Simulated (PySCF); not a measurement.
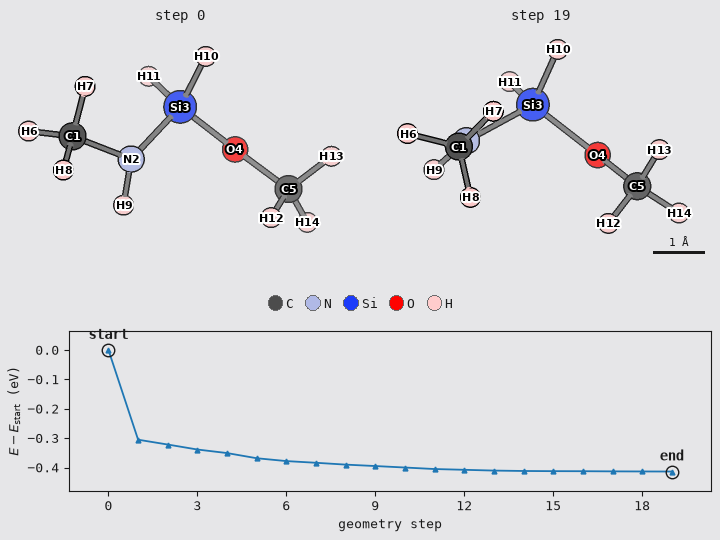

First and last geometry of a relaxation of C$_{2}$H$_{9}$NOSi, with the history of the run. A ball-and-stick model, seen at a tilt.

The start comes from GFN2-xTB. Its atoms were then displaced at random by about 0.01 Å.

The calculation used PySCF 2.14.0, density-fitted response routines, PBE0-D3(BJ)/def2-SVP geometry optimisation, gas phase. 

Question: What do the curves and the structures tell?

Answer: It converged. The largest move after the best rigid fit is that of H9, 1.43 Å. By element the largest moves are H 1.43 Å, N 0.84 Å, C 0.57 Å, Si 0.46 Å, O 0.13 Å. Among the contacts that change: Si3–O4 1.570 → 1.670 Å, C1–H6 1.061 → 1.104 Å, Si3–H10 1.464 → 1.497 Å, C5–H12 1.080 → 1.106 Å. Bond angles that change, for instance: N2–Si3–H11 117.7° → 109.0°, O4–Si3–H10 115.5° → 108.3°, N2–Si3–O4 109.7° → 116.6°. Groups turn about O4–C5 by about 20°. After 19 geometry steps the energy has fallen by 0.413 eV.
